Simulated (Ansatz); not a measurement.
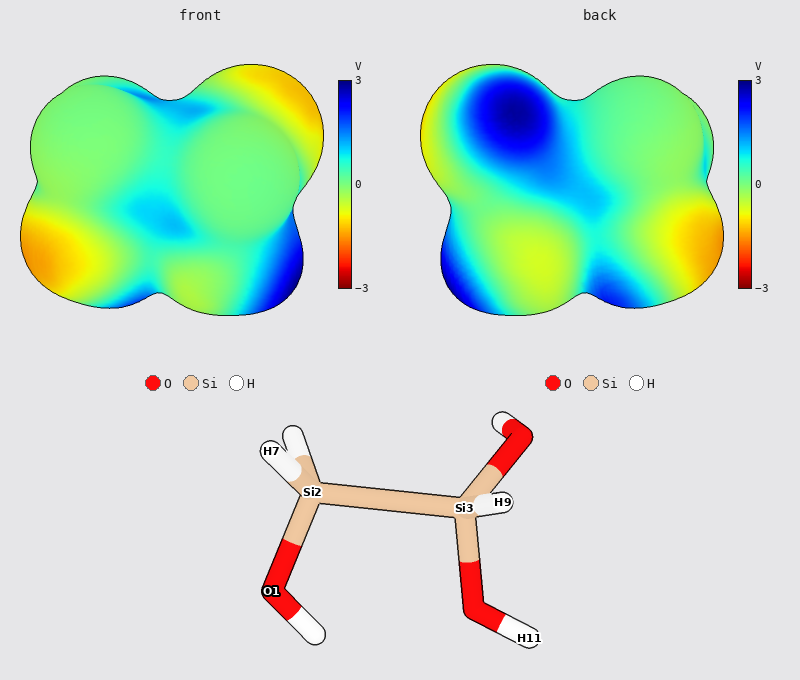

*H6O3Si2 (SMILES O[SiH2][SiH](O)O). The molecular electrostatic potential painted on the density surface at 0.002 e/bohr³, seen from the front and from behind; red is negative and blue positive. The bare structure is drawn below in the same view.*

Geometry: PBE0-D4/def2-TZVP.

Method: RKS PBE0-D4/def2-TZVPP in Ansatz 0.2.0.

```yaml
atoms:
  - { symbol: O, position_ang: [-0.6687, 1.9907, 0.9672] }
  - { symbol: Si, position_ang: [0.6193, 1.3460, 0.1560] }
  - { symbol: Si, position_ang: [0.2418, -0.9730, 0.0153] }
  - { symbol: O, position_ang: [0.5712, -1.6315, -1.4574] }
  - { symbol: O, position_ang: [-1.3722, -0.9878, 0.3949] }
  - { symbol: H, position_ang: [-1.4199, 1.3956, 1.0385] }
  - { symbol: H, position_ang: [1.8690, 1.7016, 0.8781] }
  - { symbol: H, position_ang: [0.7266, 1.9195, -1.2195] }
  - { symbol: H, position_ang: [0.9890, -1.8538, 0.9491] }
  - { symbol: H, position_ang: [0.3128, -1.1308, -2.2331] }
  - { symbol: H, position_ang: [-1.8036, -1.8336, 0.5316] }
```

> Describe the electrostatic potential map.

The most negative region (about −1.5 V, or −35 kcal/mol for a unit charge) lies over O1, the most positive (about +2.8 V, or +65 kcal/mol for a unit charge) over H10 and H11. O1 is the likeliest acceptor of a hydrogen bond.
